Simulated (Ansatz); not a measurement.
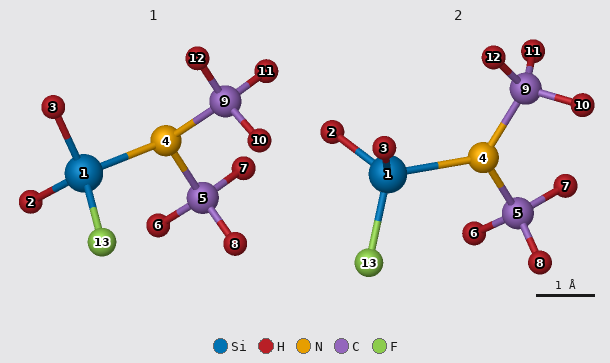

Two geometries of C2H8FNSi, drawn at one scale. One is the start of a relaxation, the other its converged end. A ball-and-stick model, seen at a tilt.

Method: Ansatz 0.2.0, RKS PBE-D4/STO-3G. Set-up: no spin polarisation; force threshold 0.02 eV/Å; at most 40 steps.

Question: Which one is relaxed?

Answer: Structure 1 is the relaxed one. The run prepares the start of a later molecular dynamics calculation, from a guessed geometry. The energy falls by 0.508 eV in 14 accepted moves (15 points after the start). Largest force component: 3 eV/Å at the start, 0.0081 eV/Å at the end. The line search rejected the trial step at point 11 of the run. The atom that moves furthest after the best rigid fit is F13 (1.35 Å). By element the largest moves are F 1.35 Å, H 1.25 Å, N 0.44 Å, C 0.40 Å, Si 0.03 Å. Near-neighbour distances that change, for instance: Si1–F13 1.589 → 1.655 Å, Si1–N4 1.819 → 1.779 Å, N4–C5 1.470 → 1.500 Å, C5–H8 1.110 → 1.119 Å. Among the angles between lasting bonds that change: C5–N4–C9 120.0° → 110.2°, N4–C9–H10 109.5° → 114.3°, N4–Si1–F13 109.5° → 113.9°. The run took 79 s on 1 thread of Arm Neoverse N1, with other jobs on the host, peak memory 0.15 GiB.

Limits of the set-up: STO-3G is a minimal basis, so the numbers are rough.
